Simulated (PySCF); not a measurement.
# CH5FGe: the cost of one run

The runs use PySCF 2.14.0, with density-fitted response routines of our own; the level of theory stands in each step. All values are computed, except where a source is named. Atoms are numbered from 0 throughout.

## 1. The molecule as given

8 atoms, charge 0, multiplicity 1; geometry from: GFN2-xTB. The atoms were then displaced at random by about 0.01 Å, so the start is not that level's minimum.

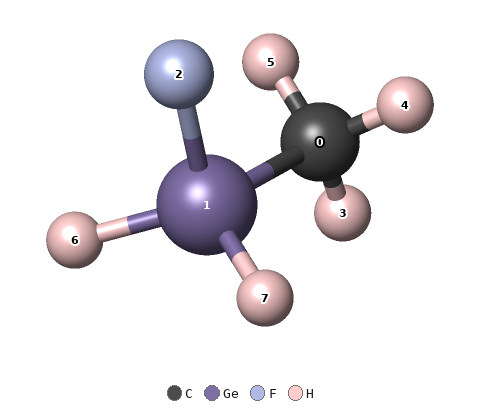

As it starts; carbon dark grey, germanium purple, fluorine light blue, hydrogen pink, atoms numbered.

## 2. Geometry optimisation at PBE0-D3(BJ)/def2-SVP

The job: settings as JSON, then the geometry in Å.

```
{"job": {"xc": "PBE0", "basis": "def2-SVP", "d3": "d3bj", "grid": 1, "shake": 0.01, "kind": "geom"}, "charge": 0, "multiplicity": 1}
C      1.086860     0.063610    -0.057370
Ge    -0.876120    -0.232580    -0.009930
F     -1.582690     1.276650     0.545480
H      1.637690    -0.787560    -0.406850
H      1.420390     0.346520     0.921050
H      1.280550     0.920100    -0.737180
H     -1.556130    -0.412160    -1.328890
H     -1.355420    -1.193720     1.021220
```

Started as:

```bash
$ OMP_NUM_THREADS=1 python probes_run.py task.json out
```

The driver reads the jobs from task.json and runs them one after another.

**Question.** How long does this first job take on 1 thread of Arm Neoverse V2, shared host, and how much memory does it need?

About 12 s, with a peak of 0.36 GiB.
